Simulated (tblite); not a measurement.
**Run report: C5H11S (charge +1), relaxed scan**

- system: C5H11S, charge +1, SMILES C=C(C)[S+](C)C
- method: GFN2-xTB relaxed scan under a harmonic restraint, gas phase (tblite 0.8.0)

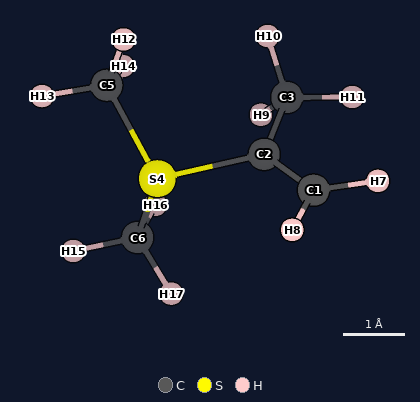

Fig. 1: The structure as given in the input (ball-and-stick view, seen at an oblique angle; atoms are numbered from 1 in the order of the input). Bond lengths as drawn: C–C 1.32 to 1.48 Å, C–H 1.08 to 1.09 Å and C–S 1.81 to 1.83 Å.

Summary:

| quantity | value |
| --- | --- |
| outcome | converged |
| hardware | 1 CPU thread, shared host |
| peak memory | 0.18 GiB |

The input:
```
{"job": {"xc": "GFN2-xTB", "basis": "xTB", "coordinate": [["t", [5, 1, 4, 3], 0.3333333333333333], ["t", [1, 4, 5, 3], 0.3333333333333333], ["t", [4, 5, 1, 3], 0.3333333333333333]], "kind": "drive"}, "charge": 1, "multiplicity": 1}
C      1.699338    -0.018999    -1.602670
C      0.949657    -0.124119    -0.519834
C      1.419147    -0.267937     0.881367
S     -0.849988    -0.097212    -0.825139
C     -1.504499    -1.216801     0.438731
C     -1.304781     1.498512    -0.092878
H      2.774472    -0.010121    -1.537260
H      1.281137     0.061028    -2.591356
H      0.950366     0.451989     1.549798
H      1.226346    -1.270928     1.260374
H      2.493163    -0.103361     0.915332
H     -1.132700    -2.216226     0.230683
H     -2.587221    -1.216387     0.343746
H     -1.216922    -0.900815     1.436068
H     -2.386755     1.587603    -0.133483
H     -0.960123     1.572697     0.933325
H     -0.857633     2.283106    -0.696713
```

The first line tells a small driver script what to run in tblite; the rest is the geometry in Å.

Launched with:
```bash
OMP_NUM_THREADS=1 python <driver script> task.json out
```

Log:
```
point  coordinate     E/eV
  0     45.100     -519.40686
  1     51.400     -519.25080
```
